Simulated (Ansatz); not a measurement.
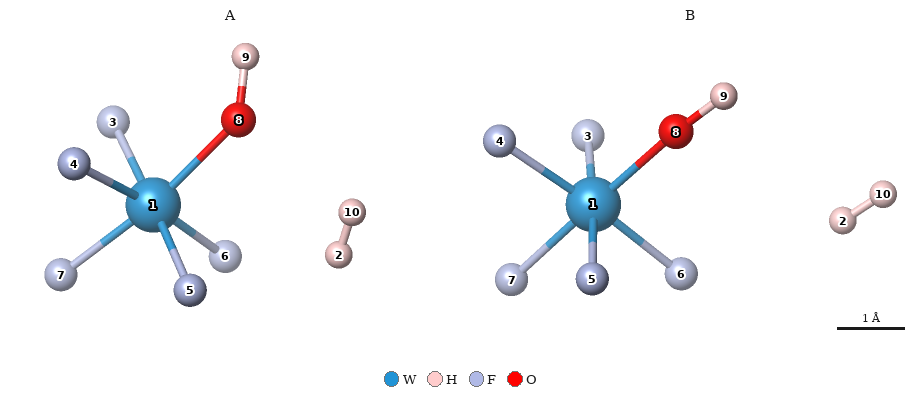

Two geometries of WH3OF5, drawn at one scale. One is the start of a relaxation, the other its converged end. The picture is a ball-and-stick view, seen at a tilt.

These are results of RKS B3LYP/def2-SVP in Ansatz, not measurements. Set-up: no spin polarisation; force threshold 0.03 eV/Å; at most 50 steps.

**Which geometry has the lower energy?**

Structure B is the relaxed one. The run prepares an end point of a later path (reaction) calculation, from a guessed geometry. The atom that moves furthest after the best rigid fit is H10 (1.32 Å). By element the largest moves are H 1.32 Å, F 0.97 Å, O 0.50 Å, W 0.32 Å. Some distances before and after: W1–H2 2.935 → 3.805 Å, W1–O8 1.900 → 1.835 Å, H2–H10 0.716 → 0.761 Å, W1–F5 1.851 → 1.861 Å. Among the angles between lasting bonds that change: W1–O8–H9 135.7° → 174.3°, F7–W1–O8 171.9° → 178.7°, F3–W1–O8 87.3° → 92.1°. Over 35 accepted moves (37 points after the start) the energy falls by 8.30 kcal/mol. Largest force component: 1.3 eV/Å at the start, 0.018 eV/Å at the end. The line search rejected the trial steps at points 11, 13 of the run. The run took 96 s on 4 threads of Arm Neoverse V2, with other jobs on the host, peak memory 0.35 GiB.

Limits of the set-up: the start holds two separate molecules, 2.2 Å apart at their closest, whose relative position is a soft coordinate and is computed without a dispersion correction.
